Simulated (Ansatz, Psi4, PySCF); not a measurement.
CH4 (SMILES C) and CH3F (SMILES CF) are pulled apart as rigid monomers along the line of their centres of mass, from the B3LYP-D3(BJ)/def2-TZVP minimum. Starting geometry (charge 0, multiplicity 1):
```xyz
10

C      0.0274    -0.0082     0.1295
H     -0.2148    -1.0669     0.2192
H     -0.3778     0.5329     0.9827
H      1.1098     0.1145     0.0998
H     -0.4041     0.3825    -0.7910
C      0.2279    -0.5847     3.7613
F     -0.4589     0.6128     3.5942
H     -0.4500    -1.4110     3.5447
H      1.0730    -0.6035     3.0727
H      0.5787    -0.6448     4.7922
```

Interaction energies with rigid monomers; basis-set methods are counterpoise corrected unless marked otherwise.

Cores are frozen in the correlated methods.

The values were computed with Ansatz (a first-principles code); Psi4 for SAPT; PySCF for the dispersion terms. 

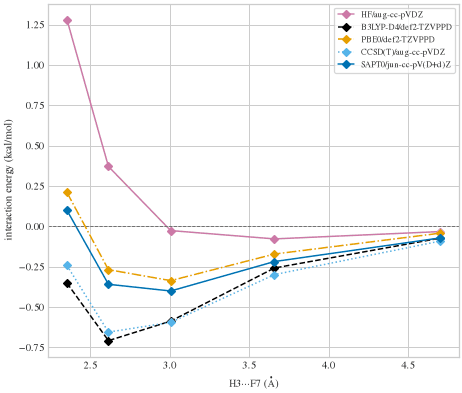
Figure: Interaction energy against separation

Q: Which level binds most strongly at H3···F7 = 2.61, and by how much?

A: B3LYP-D4/def2-TZVPPD, -0.7 kcal/mol.
